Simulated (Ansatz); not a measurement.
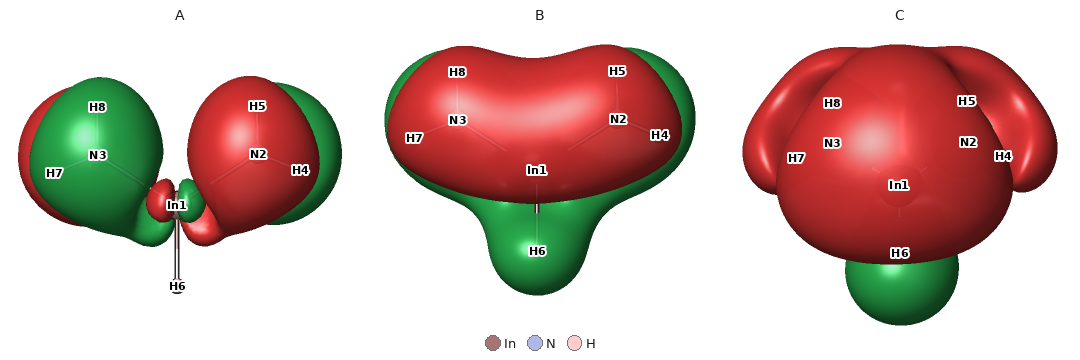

H$_{5}$InN$_{2}$. Three frontier orbitals at ±0.04 Å⁻³ᐟ² (green and red are the two phases), in no order.

Geometry: PBE0-D3(BJ)/def2-SVP; core potentials replace the inner electrons of In.

Computed with isolated molecule in a Gaussian basis; Kohn-Sham density functional theory, functional PBE0 (Ansatz).

The calculation's input:

```
basis:
  gaussian: {orbitals: def2-TZVPD}
crystal:
  periodic: [false, false, false]
  atoms:
    - {symbol: In, position_ang: [0.029257, -0.138131, 0.635209]}
    - {symbol: "N", position_ang: [-0.734392, -1.706666, -0.397648]}
    - {symbol: "N", position_ang: [1.707060, -0.599782, 1.675474]}
    - {symbol: H, position_ang: [-1.672278, -1.659574, -0.780655]}
    - {symbol: H, position_ang: [-0.528020, -2.658256, -0.112766]}
    - {symbol: H, position_ang: [-0.543128, 1.465726, 0.452715]}
    - {symbol: H, position_ang: [2.058201, 0.031787, 2.387072]}
    - {symbol: H, position_ang: [1.895756, -1.559288, 1.945697]}
hamiltonian: {xc: pbe0}
output: {forces: true, orbitals: {seedname: orbitals}}
```

Run with:

```sh
ansatz run input.yaml --threads 1 --pin off --max-ram 2610MiB --events-out events.jsonl --progress --plain --runs-dir runs
```

**Order the three orbitals by energy and name them.**

B is the HOMO−1 (−7.29 eV). It lies mainly on N2 (about 35 %), N3 (about 35 %) and In1 (about 20 %). A is the HOMO (−6.68 eV). Its weight (Hirshfeld) is mainly on N2 (about 40 %), N3 (about 40 %) and In1 (about 10 %); largely a combination of lone pairs on N2 and N3. C is the LUMO (−0.76 eV). It lies mainly on In1 (about 65 %), N2 (about 10 %), N3 (about 10 %) and H6 (about 5 %).

**What is the HOMO–LUMO gap?**

5.92 eV between the orbital energies.
